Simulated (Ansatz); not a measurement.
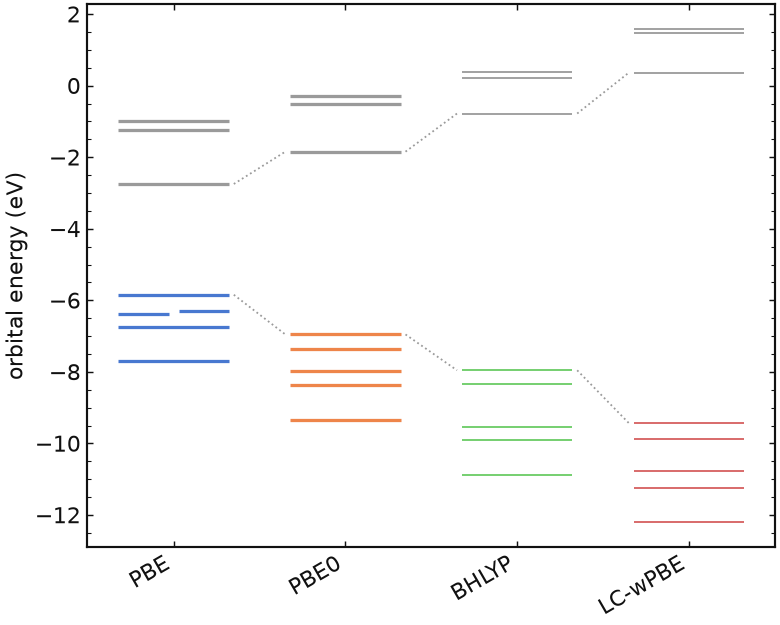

Frontier orbital energies of C₃H₄O₃Sn, SMILES [OH][Sn-]1[O]C=CC=[O+]1, singlet at one geometry, def2-TZVPP, the Ansatz code 0.2.0, at a PBE0-D4/def2-TZVP geometry (a minimum by its frequencies). Empty levels are grey, levels within 0.1 eV stand side by side; all columns show the same few orbitals around the gap. Dotted lines join the HOMOs and the LUMOs.

How do the frontier levels move from column to column?

Answer. The separation grows from 3.10 eV (PBE) to 9.79 eV (LC-wPBE).

| level | HOMO (eV) | LUMO (eV) | separation (eV) |
| --- | --- | --- | --- |
| PBE | −5.84 | −2.75 | 3.10 |
| PBE0 | −6.95 | −1.84 | 5.11 |
| BHLYP | −7.96 | −0.78 | 7.18 |
| LC-wPBE | −9.43 | 0.36 | 9.79 |

Caveats, for all or some of the runs: core potentials past krypton; empty levels above zero depend strongly on the basis; spin-orbit coupling is left out, and with Sn it can shift these levels and split any degenerate set.
